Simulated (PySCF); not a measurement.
C$_{8}$H$_{6}$OSi (SMILES CC#C[SiH2]C#CC#CC=O)

The calculation's input:

```
{"job": {"kind": "nmr", "xc": "PBE0", "basis": "pcSseg-1"}, "charge": 0, "multiplicity": 1}
C      4.061336     1.285611     0.657057
C      2.810469     0.781114     1.174861
C      1.765955     0.360337     1.604830
Si     0.176233    -0.278840     2.282141
C     -0.974862    -0.451981     0.838607
C     -1.732895    -0.567621    -0.103937
C     -2.581061    -0.699532    -1.147607
C     -3.336584    -0.815100    -2.093099
C     -4.211473    -0.947791    -3.200583
O     -5.349017    -1.343043    -3.162542
H      3.987633     1.426054    -0.421527
H      4.864844     0.579849     0.868557
H      4.299325     2.241897     1.123247
H     -0.415928     0.688392     3.212466
H      0.359935    -1.610371     2.869481
H     -3.731510    -0.640031    -4.154316
```

Run with:

```sh
OMP_NUM_THREADS=1 python probes_run.py task.json out
```

Geometry: GFN2-xTB.

Level of theory: PBE0/pcSseg-1, SCF density, gas phase, non-relativistic in PySCF 2.14.0.

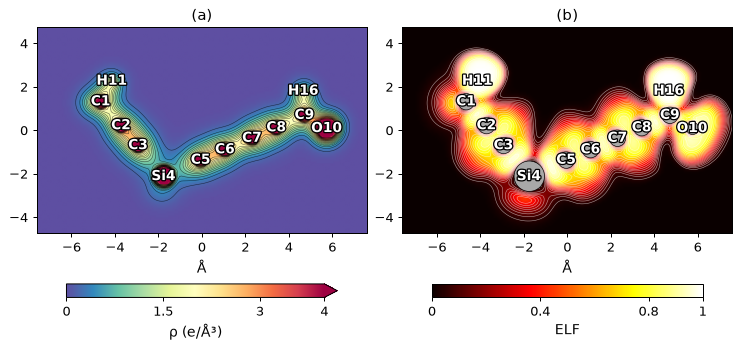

Figure 1. (a) total electron density; (b) electron localisation function on the plane of atoms O10, C9 and H16. Grey discs cover the atomic cores in the ELF map.

**What does the map show?**

Atoms in the plane: C, Si, O and H. C–O (1.20 Å): ρ is about 3.3 e/Å³ halfway; the ELF peaks at about 0.85 between the atoms: a short, multiple covalent bond. C–C (1.21 Å): the density is about 2.7 e/Å³ at the midpoint; the ELF peaks at about 0.85 between the atoms: a multiple bond. C–Si (1.84 Å): the density is about 0.94 e/Å³ at the midpoint; the ELF peaks at about 0.95 between the atoms (a shared electron pair). C–H (1.09 Å): ρ at the midpoint is about 2 e/Å³; the ELF climbs to about 1 towards the hydrogen, as it does in any bond to H (a covalent bond by its length). C–C (1.35 Å): ρ is about 2.1 e/Å³ halfway; the ELF peaks at about 0.95 between the atoms, as expected for localised, covalent bonding. The ELF also peaks beside O10, away from the bonds: lone-pair regions.

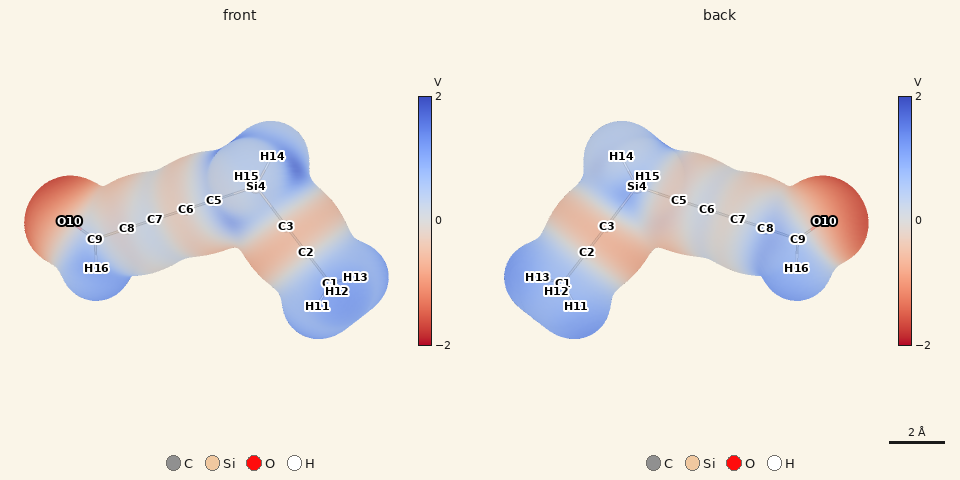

Figure 2. The electrostatic potential painted on the density surface at 0.002 e/bohr³, seen from the front and from behind; red is negative and blue positive.

**Describe the electrostatic potential map.**

The most negative region (about −1.6 V, or −37 kcal/mol for a unit charge) lies over O10, the most positive (about +1.5 V, or +35 kcal/mol for a unit charge) over Si4. O10 is the likeliest acceptor of a hydrogen bond.

**What dipole moment does the calculation give?**

Its dipole moment is 5.21 D.
